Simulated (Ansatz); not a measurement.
## SiHF (SMILES F[SiH]): the energy, rung by rung

The species is SiHF (3 atoms), meant as a singlet with charge 0. SMILES: `F[SiH]`. The coordinates come from a PBE0-D4/def2-TZVP relaxation.

```xyz
3

F    -1.0902    0.0244   -0.6023
Si    0.1868    0.6294    0.1738
H     0.8924   -0.7186    0.4153
```

Quantity: the energy change with the F1–Si2 bond stretched from 1.612 to 2.015 Å, in eV. The values are calculated.

| level | kind | program | value (eV) | less FCI/STO-3G |
| --- | --- | --- | --- | --- |
| HF/STO-3G (restricted) | Hartree–Fock | Ansatz | 2.04 | +0.60 |
| BLYP/STO-3G (restricted) | GGA | Ansatz | 1.23 | -0.21 |
| PBE/STO-3G (restricted) | GGA | Ansatz | 1.27 | -0.17 |
| B3LYP/STO-3G (restricted) | global hybrid | Ansatz | 1.51 | +0.07 |
| CAM-B3LYP/STO-3G (restricted) | range-separated hybrid | Ansatz | 1.71 | +0.27 |
| B2PLYP/STO-3G (restricted) | double hybrid | Ansatz | 1.64 | +0.20 |
| MP2/STO-3G (restricted) | perturbation theory | Ansatz | 1.82 | +0.38 |
| BCCD(T)/STO-3G (restricted) | coupled cluster or CI | Ansatz | 1.53 | +0.09 |
| FCI/STO-3G | exact in the basis | Ansatz | 1.44 | 0.00 |

FCI/STO-3G is exact within its basis and frozen core, so for wave-function methods in that basis the difference is their error; functionals converge differently with the basis, so for them it is only a difference. The first shape isn't each level's own minimum. The values span 1.23 to 2.04 eV. All rows use very small basis sets, so none should be taken for the real molecule's value.

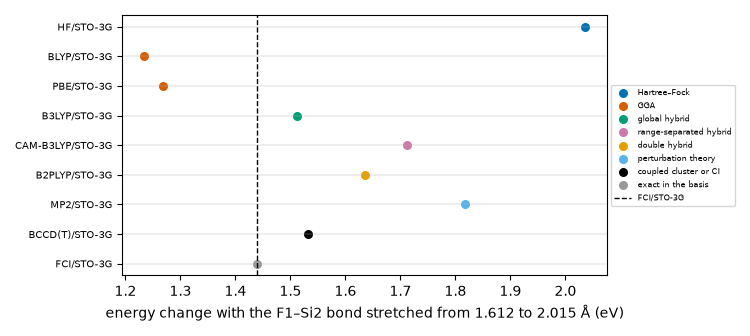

The values of the table, level by level.
